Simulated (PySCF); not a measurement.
# BH3S (SMILES BS): levels of theory compared

Aim: a comparison of 6 runs (B2PLYP/STO-6G, PBE0/STO-6G, UPBE0/STO-6G, CCSDT(Q)/STO-6G, CISD/STO-6G, CCSD(T)/STO-6G) of BH3S. The job is set up through a Python script.

Program for the calculation: PySCF 2.14.0.

3 further runs of the same task are left out: 3 set aside as unsound or not needed.

### Step 1. The molecule

BH3S has 5 atoms, charge 0, and is taken as a singlet. As SMILES, `BS`. The B1–H3 distance was set to 2.145 Å, away from the relaxed value. At this shape a bond of the SMILES string is far longer than usual.

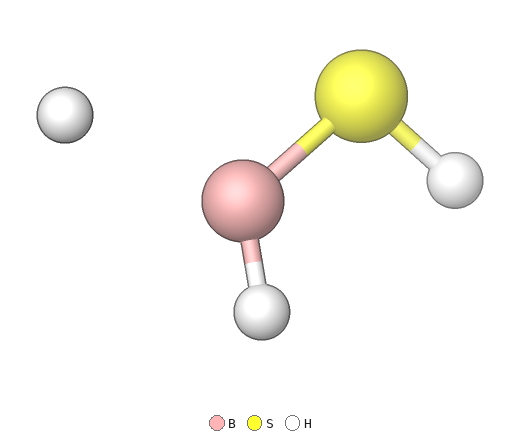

The structure, seen from a chosen angle (boron pink, sulfur yellow, hydrogen white).

### Step 2. A single-point energy at B2PLYP/STO-6G (run 1)

start.xyz reads:

```xyz
5

B      0.544505    -0.312684    -0.052775
S      1.098305     1.345216    -0.295175
H     -1.562900    -0.556400     0.264200
H      1.303705    -1.229284    -0.066675
H      2.412705     1.112716    -0.454475
```

input.py reads:

```python
from pyscf import gto, dft, mp

molecule = gto.M(
    atom='start.xyz',
    basis='sto-6g',
    max_memory=1860,
    verbose=4,
    charge=0,
)

calc0 = dft.RKS(molecule, xc='0.53*HF + 0.47*B88, 0.73*LYP')
calc0.grids.level = 5
calc0.conv_tol = 1e-10
calc0.kernel()
if not calc0.converged:
    calc0 = calc0.newton().run(calc0.mo_coeff, calc0.mo_occ)

pt = mp.MP2(calc0, frozen=6).run()
energy = calc0.e_tot + 0.27 * pt.e_corr
print('PT2 part  %.8f' % (0.27 * pt.e_corr))
print('Final energy', energy)
```

The run is started by

```
$ OMP_NUM_THREADS=1 python input.py
```

The program printed:

```text
PySCF version 2.14.0

[... 73 lines left out ...]
converged SCF energy = -422.961884255924
[... 1 line left out ...]
******** <class 'pyscf.mp.mp2.RMP2'> ********
nocc = 6, nmo = 11
frozen orbitals 6
E(RMP2) = -423.112266149906  E_corr = -0.150381893981268
E(SCS-RMP2) = -423.129363348511  E_corr = -0.167479092587206
E_corr(same-spin) = -0.0149759771426711
E_corr(oppo-spin) = -0.135405916838597
PT2 part  -0.04060311
Final energy -423.0024873672992
```

It took 2.6 s on 1 thread of Arm Neoverse V2, shared host; peak memory 0.19 GiB.

### Step 3. The energy at PBE0/STO-6G (run 2)

run.py reads:

```python
from pyscf import gto, dft

mol = gto.Mole()
mol.atom = [
    ('B', (0.544505, -0.312684, -0.052775)),
    ('S', (1.098305, 1.345216, -0.295175)),
    ('H', (-1.562900, -0.556400, 0.264200)),
    ('H', (1.303705, -1.229284, -0.066675)),
    ('H', (2.412705, 1.112716, -0.454475)),
]
mol.max_memory = 1860
mol.basis = 'sto-6g'
mol.spin = 0
mol.verbose = 3
mol.build()

ks = dft.RKS(mol, xc='pbe0')
ks.grids.level = 5
ks.conv_tol = 1e-10
ks.kernel()
if not ks.converged:
    ks = ks.newton().run(ks.mo_coeff, ks.mo_occ)

e_final = ks.e_tot
print('E = %.10f Eh' % e_final)
```

The run is started by

```
$ OMP_NUM_THREADS=1 python run.py
```

The program printed:

```text
converged SCF energy = -423.051421744218
E = -423.0514217442 Eh
```

Run time: 2.6 s. Hardware: 1 thread of Arm Neoverse V2, shared host; peak memory 0.19 GiB.

Runs 3 to 5 aren't shown in full; the table further down has their settings and results.

### Step 4. A single-point energy at CCSD(T)/STO-6G (run 6)

input.py reads:

```python
from pyscf import gto, cc

mol = gto.M(
    atom='''
B    0.544505  -0.312684  -0.052775
S    1.098305   1.345216  -0.295175
H   -1.562900  -0.556400   0.264200
H    1.303705  -1.229284  -0.066675
H    2.412705   1.112716  -0.454475
''',
    verbose=4,
    max_memory=1860,
    basis='sto-6g',
)

calc0 = mol.RHF()
calc0.conv_tol = 1e-10
calc0.kernel()
if not calc0.converged:
    calc0 = calc0.newton().run(calc0.mo_coeff, calc0.mo_occ)

mycc = cc.CCSD(calc0, frozen=6)
mycc.kernel()
e_t = mycc.ccsd_t()
energy = mycc.e_tot + e_t
print(f'total energy: {energy:.8f} hartree')
```

The run is started by

```
$ OMP_NUM_THREADS=1 python input.py
```

The program printed:

```text
PySCF version 2.14.0

[... 57 lines left out ...]
converged SCF energy = -422.331819839835
[... 12 lines left out ...]
Init t2, MP2 energy = -422.438062142274  E_corr(MP2) -0.106242302439096
[... 11 lines left out ...]
CCSD converged
[... 2 lines left out ...]
total energy: -422.49467212 hartree
```

Wall time 0.9 s (1 thread of Arm Neoverse V2, shared host); peak memory 0.12 GiB.

### Step 5. The series

```tsv
run	level	frozen core orbitals	follow instability	energy (Eh)	dipole moment (D) of the reference	HOMO energy (eV)	LUMO energy (eV)	wall time
1	B2PLYP/STO-6G	6	–	-423.002487	2.06	-5.64	3.65	2.6 s
2	PBE0/STO-6G	–	–	-423.051422	2.18	-4.66	2.07	2.6 s
3	UPBE0/STO-6G	–	yes	-423.052945	2.00	-4.49	1.89	19 s
4	CCSDT(Q)/STO-6G	6	–	-422.495471	1.95	-7.11	6.23	1.4 s
5	CISD/STO-6G	6	–	-422.477461	1.95	-7.11	6.23	0.72 s
6	CCSD(T)/STO-6G	6	–	-422.494672	1.95	-7.11	6.23	0.9 s
```

### Step 6. Summary of results

| quantity | value |
| --- | --- |
| run 6: total energy | -422.49467 Eh |
| run 6: dipole moment (Hartree–Fock density) | 1.95 D |
| run 6: HOMO energy (Hartree–Fock orbitals) | -7.11 eV |
| run 6: LUMO energy (Hartree–Fock orbitals) | 6.23 eV |
| run 6: HOMO–LUMO gap (Hartree–Fock orbitals) | 13.34 eV |
| run 6: correlation energy (6 core orbitals frozen) | -162.9 mEh |
| run 6: (T) correction | -3.67 mEh |
| run 6: T1 diagnostic | 0.027 |

In words: Over runs 1, 2, 3 the dipole moment (its size) runs from 2.00 D (UPBE0/STO-6G) to 2.18 D (PBE0/STO-6G). Over runs 1, 2, 3 the HOMO–LUMO gap runs from 6.39 eV (UPBE0/STO-6G) to 9.29 eV (B2PLYP/STO-6G). A double hybrid's value is that of its SCF part. Totals of different functionals can't be ranked against each other. In runs 1, 2, 3, 4, 5, 6 the basis is minimal, so the values are rough. Spin contamination of the reference: run 3 ⟨S²⟩ = 0.24. All runs together took 27 s, the longest 19 s.
